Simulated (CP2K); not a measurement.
# One shape, several levels: quartet AlClOF

We compute a comparison of 5 runs (UB3LYP/6-31G*, AM1, PM3, GFN1-xTB, PM6) of quartet AlClOF. 

Program for the calculation: CP2K 2026.2.

4 further runs of the same task are left out: 3 that didn't finish, 1 set aside as unsound or not needed. Runs told in other sessions of the task aren't counted.

## Step 1: Starting point

AlClOF has 4 atoms, charge 0, and is taken as a quartet. SMILES of the parent species: `[O][Al]([F])[Cl]`. The coordinates come from a PBE0-D4/def2-TZVP relaxation. That shape belongs to the parent species and isn't relaxed for this state.

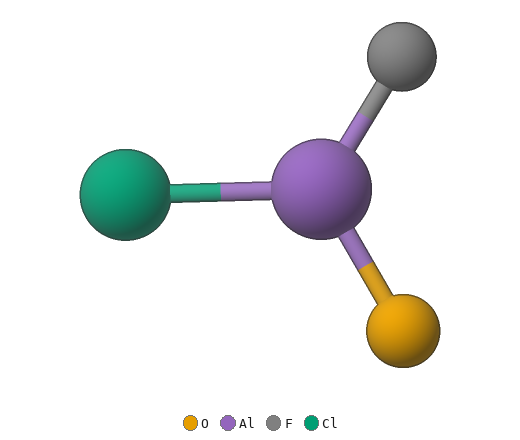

Viewed from a chosen angle; oxygen amber, aluminium purple, fluorine grey, chlorine teal.

## Step 2: A single-point energy at UB3LYP/6-31G(d) (spherical functions) (run 1)

Contents of calc.inp:

```
&GLOBAL
   PROJECT_NAME calc
   RUN_TYPE ENERGY
   PRINT_LEVEL MEDIUM
&END GLOBAL

&FORCE_EVAL
   METHOD QUICKSTEP
   &DFT
      BASIS_SET_FILE_NAME ./6_31gs.basis
      POTENTIAL_FILE_NAME POTENTIAL
      CHARGE 0
      MULTIPLICITY 4
      LSD T
      &QS
         METHOD GAPW
         EPS_DEFAULT 1.0E-10
      &END QS
      &MGRID
         CUTOFF 280
         REL_CUTOFF 50
         NGRIDS 4
      &END MGRID
      &POISSON
         PERIODIC NONE
         POISSON_SOLVER MULTIPOLE
      &END POISSON
      &SCF
         SCF_GUESS ATOMIC
         EPS_SCF 1.0E-06
         MAX_SCF 80
         ADDED_MOS 3
         LEVEL_SHIFT 0.3
         &DIAGONALIZATION
            ALGORITHM STANDARD
         &END DIAGONALIZATION
         &MIXING
            METHOD DIRECT_P_MIXING
            ALPHA 0.4
         &END MIXING
      &END SCF
      &XC
         &XC_FUNCTIONAL
            &HYB_GGA_XC_B3LYP
            &END HYB_GGA_XC_B3LYP
         &END XC_FUNCTIONAL
         &HF
            FRACTION 0.2
            &SCREENING
               EPS_SCHWARZ 1.0E-10
               SCREEN_ON_INITIAL_P F
            &END SCREENING
            &INTERACTION_POTENTIAL
               POTENTIAL_TYPE COULOMB
            &END INTERACTION_POTENTIAL
            &MEMORY
               MAX_MEMORY 1050
            &END MEMORY
         &END HF
      &END XC
      &PRINT
         &MOMENTS
            PERIODIC F
            REFERENCE COM
            MAX_MOMENT 1
         &END MOMENTS
         &MO ON
            ENERGIES T
            OCCUPATION_NUMBERS T
            NDIGITS 6
            &EACH
               QS_SCF 0
            &END EACH
            ADD_LAST NUMERIC
         &END MO
         &LOWDIN ON
         &END LOWDIN
         &HIRSHFELD OFF
         &END HIRSHFELD
      &END PRINT
   &END DFT
   &SUBSYS
      &CELL
         ABC [angstrom] 9.3 9.8 9.3
         PERIODIC NONE
      &END CELL
      &COORD
         O      0.993300     0.591700     1.294800
         Al     0.061900    -0.095200     0.016700
         F      0.278100    -1.671200    -0.348900
         Cl    -1.277700     1.114400    -0.982900
      &END COORD
      &TOPOLOGY
         &CENTER_COORDINATES
         &END CENTER_COORDINATES
      &END TOPOLOGY
      &KIND O
         BASIS_SET 6-31Gs
         POTENTIAL ALL
         LEBEDEV_GRID 194
         RADIAL_GRID 100
      &END KIND
      &KIND Al
         BASIS_SET 6-31Gs
         POTENTIAL ALL
         LEBEDEV_GRID 194
         RADIAL_GRID 100
      &END KIND
      &KIND F
         BASIS_SET 6-31Gs
         POTENTIAL ALL
         LEBEDEV_GRID 194
         RADIAL_GRID 100
      &END KIND
      &KIND Cl
         BASIS_SET 6-31Gs
         POTENTIAL ALL
         LEBEDEV_GRID 194
         RADIAL_GRID 100
      &END KIND
   &END SUBSYS
&END FORCE_EVAL
```

Run with:

```bash
$ OMP_NUM_THREADS=1 cp2k.psmp -i calc.inp -o calc.out
```

Output:

```text
CP2K| version string:                                       CP2K version 2026.2
[...]
 GLOBAL| Method name                                                        CP2K
[...]
 GLOBAL| Run type                                                         ENERGY
[...]
 DFT| Spin unrestricted (spin-polarized) Kohn-Sham calculation               UKS
 DFT| Multiplicity                                                             4
[...]
 DFT| Charge                                                                   0
[...]
 FUNCTIONAL| HYB_GGA_XC_B3LYP:
[...]
 QS| Method:                                                                GAPW
[...]
 QS| Density cutoff [a.u.]:                                                140.0
[...]
 QS| Relative density cutoff [a.u.]:                                        25.0
[...]
                             - Atoms:                                          4
[...]
                             - Spherical basis functions:                     64
[...]
 Number of electrons:                                                         25
[...]
     1 P_Mix/Diag. 0.40E+00    6.7     0.82372485      -877.9725413522 -8.78E+02
[...]
    79 DIIS/Diag.  0.14E-05    2.3     0.00000087      -877.5562751547 -2.98E-11
  *** SCF run converged in    79 steps ***
[...]
  Overlap energy of the core charge distribution:               0.00000004230713
  Self energy of the core charge distribution:               -482.25820255334355
  Core Hamiltonian energy:                                   -409.58230264591327
  Hartree energy:                                              74.11740179294132
  Exchange-correlation energy:                                -12.48058844925591
  Hartree-Fock Exchange energy:                               -12.79822264092398
[...]
  Ideal and single determinant S**2 :                    3.750000       3.758514
[...]
                     Mulliken Population Analysis
 #  Atom  Element  Kind  Atomic population (alpha,beta) Net charge  Spin moment
       1     O        1         4.783078     3.199469     0.017454     1.583609
       2     Al       2         6.819679     5.878516     0.301806     0.941163
       3     F        3         4.732978     4.654404    -0.387382     0.078574
       4     Cl       4         8.664265     8.267612     0.068123     0.396653
 # Total charge and spin       25.000000    22.000000    -0.000000     3.000000
[...]
  Dipole moment [Debye]
    X= -0.8230096E-03 Y=  0.1513188E+01 Z=  0.5666951E+00  Total=      1.6158225
 ENERGY| Total FORCE_EVAL ( QS ) energy [hartree]           -877.556275154734976
[...]
```

Run time: 3.1 min. Hardware: 1 thread of Arm Neoverse V1, shared host; peak memory 0.61 GiB.

## Step 3: A single-point energy at AM1 (run 2)

Contents of mol.inp:

```
&GLOBAL
   PROJECT mol
   RUN_TYPE ENERGY
   PRINT_LEVEL MEDIUM
&END GLOBAL
&FORCE_EVAL
   METHOD QUICKSTEP
   &DFT
      MULTIPLICITY 4
      UKS T
      &QS
         METHOD AM1
         EPS_DEFAULT 1.0E-10
         &SE
            &COULOMB
               CUTOFF [angstrom] 50
               RC_RANGE [angstrom] 0
            &END COULOMB
            &EXCHANGE
               CUTOFF [angstrom] 50
               RC_RANGE [angstrom] 0
            &END EXCHANGE
         &END SE
      &END QS
      &POISSON
         PERIODIC NONE
         POISSON_SOLVER ANALYTIC
      &END POISSON
      &SCF
         SCF_GUESS ATOMIC
         EPS_SCF 1.0E-06
         MAX_SCF 100
         ADDED_MOS 8
         &DIAGONALIZATION
            ALGORITHM STANDARD
         &END DIAGONALIZATION
         &MIXING
            METHOD DIRECT_P_MIXING
            ALPHA 0.4
         &END MIXING
      &END SCF
      &PRINT
         &MOMENTS
            PERIODIC F
            REFERENCE COM
            MAX_MOMENT 1
         &END MOMENTS
         &MO ON
            ENERGIES T
            OCCUPATION_NUMBERS T
            NDIGITS 6
            &EACH
               QS_SCF 0
            &END EACH
            ADD_LAST NUMERIC
         &END MO
         &HIRSHFELD OFF
         &END HIRSHFELD
      &END PRINT
   &END DFT
   &SUBSYS
      &CELL
         ABC 18.3 18.8 18.3
         PERIODIC NONE
      &END CELL
      &COORD
         O     10.285500    10.270100    10.288850
         Al     9.354100     9.583200     9.010750
         F      9.570300     8.007200     8.645150
         Cl     8.014500    10.792800     8.011150
      &END COORD
   &END SUBSYS
&END FORCE_EVAL
```

Run with:

```bash
$ OMP_NUM_THREADS=1 cp2k.psmp mol.inp > mol.out
```

Output:

```text
CP2K| version string:                                       CP2K version 2026.2
[...]
 GLOBAL| Method name                                                        CP2K
[...]
 GLOBAL| Run type                                                         ENERGY
[...]
 *** WARNING in qs_environment.F:2191 :: More ADDED_MOs requested for beta ***
 *** spin than available.                                                  ***
 *** WARNING in qs_environment.F:2210 :: More added MOs requested than     ***
 *** available. The full set of unoccupied MOs will be used. Use           ***
 *** 'ADDED_MOS -1' to always use all available MOs and to get rid of this ***
[...]
                             - Atoms:                                          4
[...]
                             - Spherical basis functions:                     16
[...]
 Number of electrons:                                                         13
[...]
     1 P_Mix/Diag. 0.40E+00    0.0     0.55690637       -42.2492443705 -4.22E+01
[...]
    21 DIIS/Diag.  0.25E-06    0.0     0.00000093       -45.0961094098 -8.01E-12
  *** SCF run converged in    21 steps ***
  Core-core repulsion energy [eV]:                            986.53496634037981
  Core Hamiltonian energy [eV]:                             -2028.47674694622674
  Two-electron integral energy [eV]:                         -370.37152596437306
  Electronic energy [eV]:                                   -2213.66250992841333
  Total energy [eV]:                                        -1227.12754358803340
  Atomic reference energy [eV]:                              1225.11535699912838
  Heat of formation [kcal/mol]:                               -46.40212875658296
[...]
 SE_DIPOLE| Moment [Debye]         -1.97169176      -0.19831852      -2.22639749
 SE_DIPOLE| Derivative [a.u.]       0.00000000       0.00000000       0.00000000
 ENERGY| Total FORCE_EVAL ( QS ) energy [hartree]            -45.096109409825914
[...]
```

Wall time 0.3 s (1 thread of Arm Neoverse V1, shared host).

Runs 3 to 4 aren't shown in full; the table further down has their settings and results.

## Step 4: The energy at PM6 (run 5)

Contents of gas.inp:

```
&global
 project_name gas
 run_type ENERGY
 print_level MEDIUM
&end global

&force_eval
 method QS
 &dft
  charge 0
  multiplicity 4
  uks T
  ! Quickstep
  &qs
   method PM6
   eps_default 1.0E-10
   &se
    &coulomb
     cutoff [angstrom] 50
     rc_range [angstrom] 0
    &end coulomb
    &exchange
     cutoff [angstrom] 50
     rc_range [angstrom] 0
    &end exchange
   &end se
  &end qs
  ! isolated system
  &poisson
   periodic NONE
   poisson_solver ANALYTIC
  &end poisson
  ! self-consistent field
  &scf
   scf_guess ATOMIC
   eps_scf 1.0E-07
   max_scf 40
   &ot ON
    minimizer DIIS
    preconditioner FULL_SINGLE_INVERSE
   &end ot
   &outer_scf
    eps_scf 1.0E-07
    max_scf 10
   &end outer_scf
  &end scf
  &print
   &moments
    periodic F
    reference COM
    max_moment 1
   &end moments
   &mo_cubes
    nlumo 1
    nhomo -1
    write_cube F
   &end mo_cubes
   &hirshfeld OFF
   &end hirshfeld
  &end print
 &end dft
 ! structure
 &subsys
  ! vacuum box
  &cell
   abc [angstrom] 10.3 10.8 10.3
   periodic NONE
  &end cell
  &coord
   O      0.993300     0.591700     1.294800
   Al     0.061900    -0.095200     0.016700
   F      0.278100    -1.671200    -0.348900
   Cl    -1.277700     1.114400    -0.982900
  &end coord
  &topology
   &center_coordinates
   &end center_coordinates
  &end topology
 &end subsys
&end force_eval
```

Run with:

```bash
$ OMP_NUM_THREADS=1 cp2k.psmp gas.inp > gas.out
```

Output:

```text
CP2K| version string:                                       CP2K version 2026.2
[...]
 GLOBAL| Method name                                                        CP2K
[...]
 GLOBAL| Run type                                                         ENERGY
[...]
                             - Atoms:                                          4
[...]
                             - Spherical basis functions:                     26
[...]
 Number of electrons:                                                         13
[...]
     1 OT DIIS     0.80E-01    0.0     0.14333059       -36.9493178005 -3.69E+01
[...]
     1 OT DIIS     0.80E-01    0.0     0.00000010       -39.1734630648 -2.37E-12
  *** SCF run converged in     1 steps ***
  Core-core repulsion energy [eV]:                            937.58807245717446
  Core Hamiltonian energy [eV]:                             -1761.52706449831908
  Two-electron integral energy [eV]:                         -484.05029681297793
  Electronic energy [eV]:                                   -2003.55221290480813
  Total energy [eV]:                                        -1065.96414044763333
  Atomic reference energy [eV]:                              1064.36221099912814
  Heat of formation [kcal/mol]:                               -36.94137359744076
[...]
 SE_DIPOLE| Moment [Debye]         -3.17345662      -1.79089028      -4.14488474
 SE_DIPOLE| Derivative [a.u.]       0.00000000       0.00000000       0.00000000
 *** WARNING in qs_scf_post_se.F:140 :: Printing of MO cube files not ***
 *** implemented for Semi-Empirical method.                           ***
 ENERGY| Total FORCE_EVAL ( QS ) energy [hartree]            -39.173463064826841
[...]
```

Wall time 1.4 s (1 thread of Arm Neoverse V1, shared host).

## Step 5: The series

```
run                                level  scheme  iteration cap  energy (Eh)  dipole moment (D)  HOMO energy (eV)  wall time
  1  UB3LYP/6-31G* (spherical functions)    GAPW             80  -877.556275               1.62             -3.31    3.1 min
  2                                  AM1       –            100   -45.096109               2.98             -7.91      0.3 s
  3                                  PM3       –             30   -40.447452               2.92                 –      1.4 s
  4                             GFN1-xTB       –             40   -15.219817               4.45             -7.85      3.9 s
  5                                  PM6       –             40   -39.173463               5.52                 –      1.4 s
```

## Step 6: Summary of results

```
                quantity           value
     run 5: total energy    -39.17346 Eh
    run 5: dipole moment          5.52 D
run 5: heat of formation  -36.9 kcal/mol
```

What this shows: The dipole moment (its size) runs from 1.62 D (UB3LYP/6-31G*) to 5.52 D (PM6). The two ends differ in method and basis and Hamiltonian. Some of these are taken from atomic charges alone. Force-field and semi-empirical energies have zeros of their own, so their totals don't compare. All runs together took 3.3 min, the longest 3.1 min.
